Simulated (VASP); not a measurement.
Band structure of Mg$_{2}$Ge (space group Fm-3m). Method: PBE GGA, VASP's PBE PAW potentials (set 64) (plane waves; VASP).

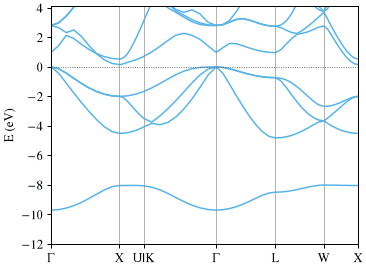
*Bands along high-symmetry lines, zero at the valence-band maximum or, without a gap, the Fermi level*

Read the plot: is there a gap, and where are the band edges?

The gap is indirect, 0.15 eV, from the valence maximum at Γ to the conduction minimum at X.

The structure comes from a computed database's Mg2Ge entry; how it stands against other phases isn't given here. The cell was not relaxed at this level.
